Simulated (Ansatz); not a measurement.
Input

```
crystal:
  periodic: [false, false, false]
  atoms:
    - { symbol: F, position_ang: [-1.3003, 1.6121, 0.1075] }
    - { symbol: C, position_ang: [-0.0688, 1.3485, 0.4321] }
    - { symbol: C, position_ang: [0.3857, 0.2095, -0.455] }
    - { symbol: Si, position_ang: [1.57712, 0.59459, -1.74903] }
    - { symbol: Br, position_ang: [-1.23079, -0.47649, -1.42006] }
    - { symbol: H, position_ang: [0.5293, 2.2737, 0.2768] }
    - { symbol: H, position_ang: [-0.0181, 1.115, 1.5062] }
    - { symbol: H, position_ang: [0.65857, -0.65743, 0.1406] }
    - { symbol: H, position_ang: [1.91698, -0.49743, -2.60705] }
    - { symbol: H, position_ang: [2.90544, 1.0529, -1.09362] }
    - { symbol: H, position_ang: [1.19044, 1.77879, -2.59665] }
basis:
  gaussian: { orbitals: def2-SVP }
hamiltonian:
  xc: pbe0
relax:
  f_tol: 0.015
  max_steps: 40
output:
  orbitals: {}
```

Command:

```sh
ansatz run input.yaml --threads 2 --pin off --max-ram 3072MiB --backend cpu --events-out ev --progress --plain --runs-dir out
```

The fields are those of the relaxed geometry.

The calculation used Ansatz, RKS PBE0/def2-SVP.

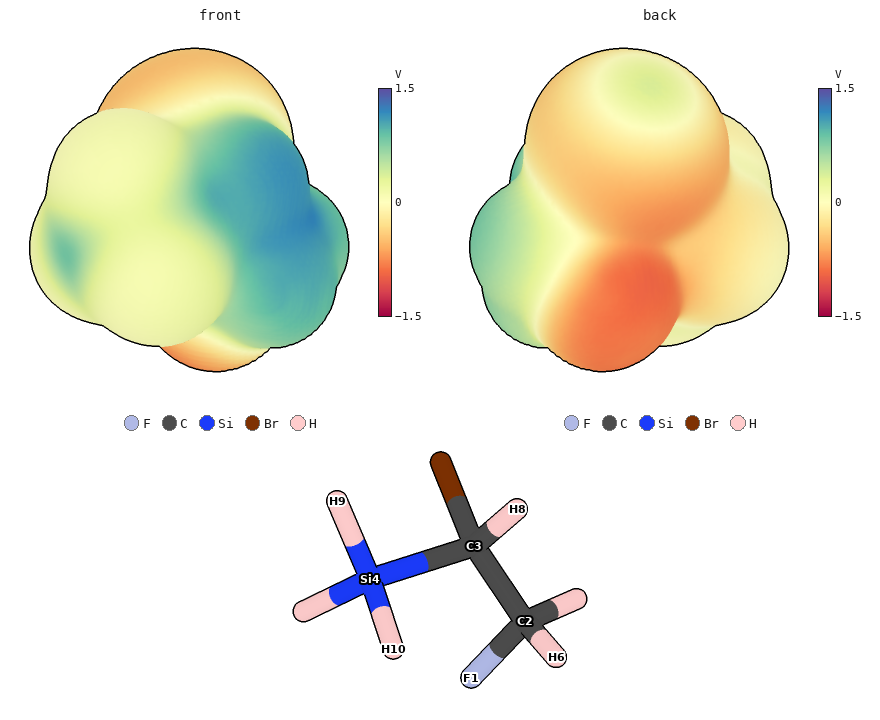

C2H6BrFSi (SMILES FCC([SiH3])Br). The molecular electrostatic potential painted on the density surface at 0.001 e/bohr³, seen from the front and from behind; red is negative and blue positive. The bare structure is drawn below in the same view.

> Where is the surface potential most negative and most positive?

The most negative region (about −0.9 V) lies over F1, the most positive (about +1.2 V) over C2, C3, H6 and H8. Br5 shows a σ-hole: about +0.3 V at the tip opposite its bond, against about −0.5 V on its flanks.
